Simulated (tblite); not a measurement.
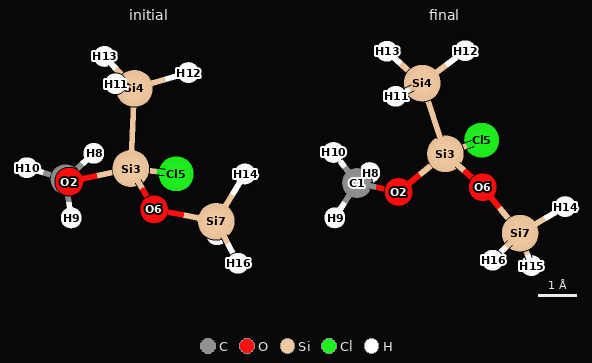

The structure of CH9ClO2Si3 before (left) and after (right) a relaxation, at one scale.

Style: ball-and-stick. Shown from a free direction.

All numbers below come from GFN2-xTB geometry optimisation, gas phase in tblite 0.8.0. 

Summarise the run.

The energy falls by 168.8 kJ/mol in 159 geometry steps. O6 moves most after the best rigid fit: 1.30 Å. Largest moves by element: O 1.30 Å, H 1.14 Å, Cl 1.08 Å, Si 0.81 Å, C 0.19 Å. Some distances before and after: Cl5–Si7 2.981 → 4.105 Å, Si3–Si7 2.760 → 3.185 Å, Si3–O6 1.718 → 1.609 Å, O6–Si7 1.719 → 1.626 Å. Among the angles between lasting bonds that change: Si3–O6–Si7 106.8° → 159.7°, C1–O2–Si3 106.4° → 127.8°, O2–Si3–O6 111.8° → 104.0°. Groups turn about C1–O2 by about 85°, Si3–O6 by about 80°, O6–Si7 by about 60°.
